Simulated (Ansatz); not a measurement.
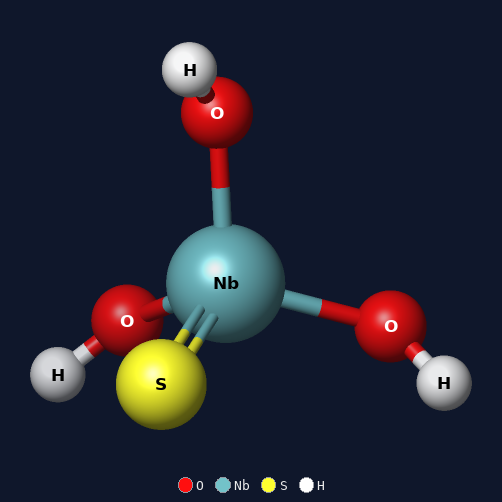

A ball-and-stick model of a molecule. Double and triple bonds are drawn as two and three sticks.

Charge 0, singlet. The geometry was computed by an optimisation with PBE0-D4/def2-TZVP.

**Give the formula.**

H3NbO3S, 8 atoms: 3 hydrogen, 1 niobium, 3 oxygen and 1 sulfur.

**How many atoms are distinct by symmetry?**

4: 3 O, 1 Nb, 1 S, 3 H.

**Give the symmetry (Schoenflies symbol).**

C3v.

**What is its SMILES?**

[OH][Nb]([OH])([OH])=[S]

The parts below concern this one geometry. Atoms keep their numbers from picture to picture.

**Shape**

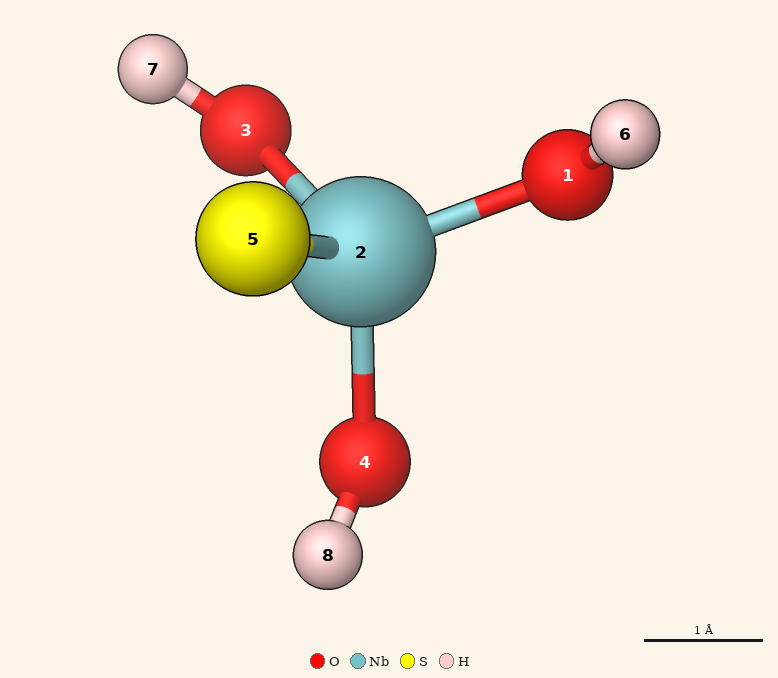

Numbered structure.

Estimate the angles O1–Nb2–O3, O1–Nb2–S5, Nb2–O1–H6.

```csv
angle,degrees
O1–Nb2–O3,109.0
O1–Nb2–S5,109.9
Nb2–O1–H6,130.0
```

**Electronic properties**

Level of theory: RKS r2SCAN-D4/def2-TZVPP, core potentials on Nb (Ansatz 0.2.0).

Computed properties:

- dipole moment: 0.22 D
- HOMO energy (Kohn–Sham orbital): −6.86 eV
- LUMO energy (Kohn–Sham orbital): −2.29 eV
- HOMO–LUMO gap: 4.57 eV
- dispersion correction: −4.7 kJ/mol

**Charges**

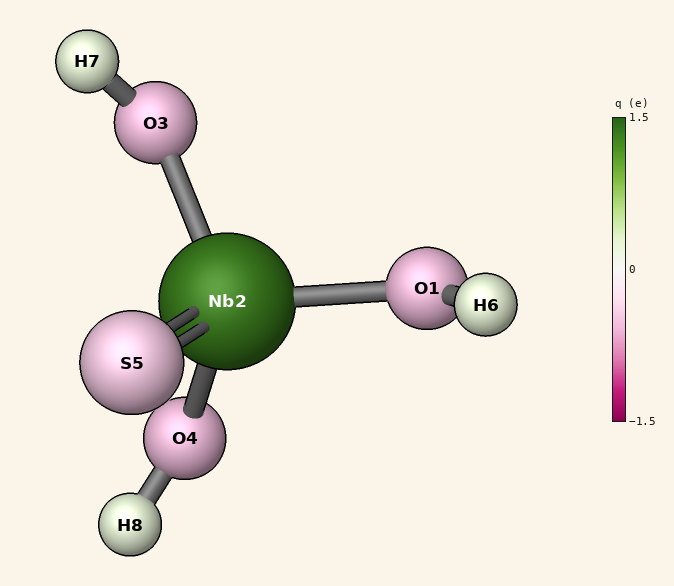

Atoms are coloured by their Mulliken charges. Level of theory: RKS r2SCAN-D4/def2-TZVPP, core potentials on Nb (Ansatz 0.2.0).

**Which atom carries the highest charge (most positive or least negative)?**

Nb2 (1.35 e).

**And the lowest?**

O1, O3, O4 (−0.53 e).

List the Mulliken charges.

```
atom  value (e)
  O1      −0.53
 Nb2       1.35
  O3      −0.53
  O4      −0.53
  S5      −0.44
  H6       0.23
  H7       0.23
  H8       0.23
```

**Vibrations**

Harmonic vibrations computed with RKS PBE0-D4/def2-TZVP, core potentials on Nb (Ansatz 0.2.0) at a stationary point of the same level.

**List the wavenumbers.**

18 modes: 171, 171, 206, 206, 213, 299, 310, 310, 502, 502, 520, 584, 719, 740, 740, 3919, 3919, 3924 cm⁻¹.

Mulliken values depend strongly on the basis set and can even reverse the polarity of a bond.
